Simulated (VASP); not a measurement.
Data:

```
CELL_PARAMETERS angstrom
      3.24692    -2.04898     0.00000
      3.24692     2.04898     0.00000
      0.00000     0.00000     8.29303
ATOMIC_POSITIONS crystal
  Cl 0.88186 0.11814 0.60545
  Cl 0.11814 0.88186 0.39455
  Cl 0.61814 0.38186 0.10545
  Cl 0.38186 0.61814 0.89455
```

Level of theory: r2SCAN meta-GGA, VASP's PBE PAW potentials (set 64) (plane waves; VASP 6.6.1). Numerical set-up: 400 eV cut-off, 7×7×3 Γ-centred mesh, tetrahedra with Blöchl corrections, potentials Cl.

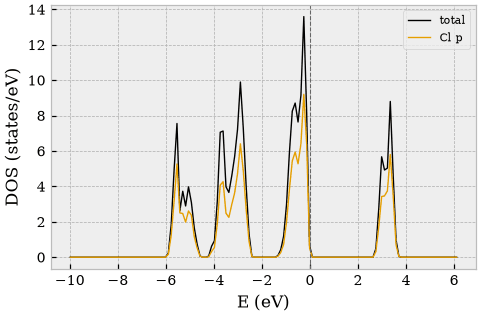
Figure. Total and projected density of states, zero at the valence-band maximum

Within 2 eV below the valence-band maximum the largest weight inside VASP's projection spheres is Cl p.

The gap is direct, 2.69 eV, from the valence maximum at Γ to the conduction minimum at Γ.

The structure comes from a computed database's Cl entry (Cmce); how it stands against other phases isn't given here. It was relaxed first.
